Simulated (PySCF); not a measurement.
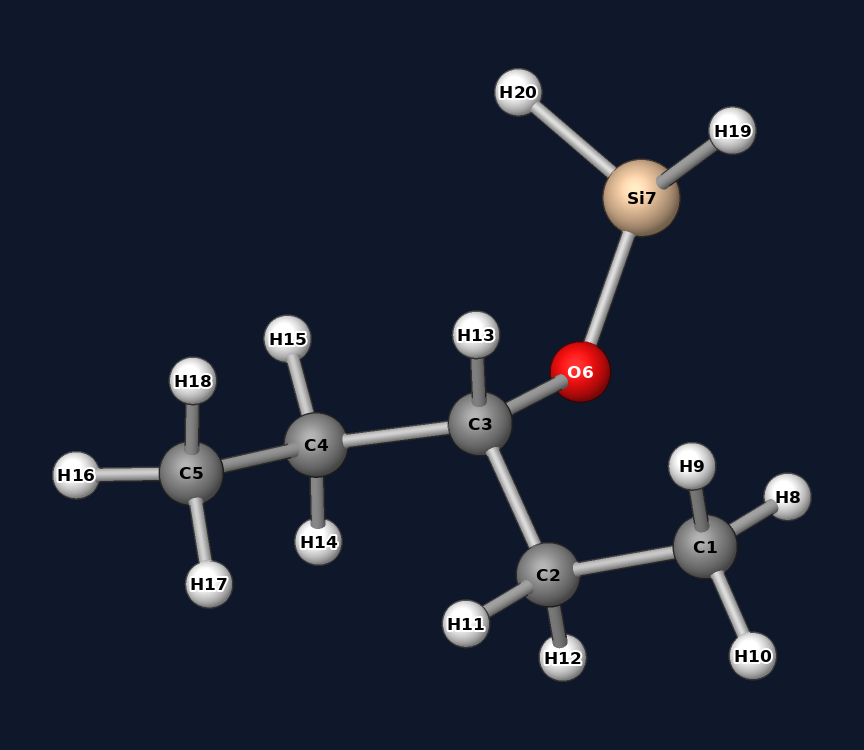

The questions are on Mulliken spin populations. Charge 0, doublet. Computed geometry: GFN2-xTB optimisation. No frequency run is at hand to confirm it as a minimum. Level of theory: UKS B3LYP, pcH-1 on C H O Si, non-relativistic (PySCF 2.14.0).

Give the Mulliken spin populations atom by atom.

```
atom  value (e)
  C1       0.00
  C2       0.00
  C3       0.02
  C4       0.00
  C5       0.00
  O6       0.00
 Si7       0.94
  H8       0.00
  H9       0.00
 H10       0.00
 H11       0.00
 H12       0.00
 H13       0.00
 H14       0.00
 H15       0.00
 H16       0.00
 H17       0.00
 H18       0.00
 H19       0.02
 H20       0.02
```

Mulliken values depend strongly on the basis set. The geometry is semi-empirical. Around Si such bond lengths and angles can be off by a tenth of an ångström or more and by several degrees, and values that hang on the shape move with them.
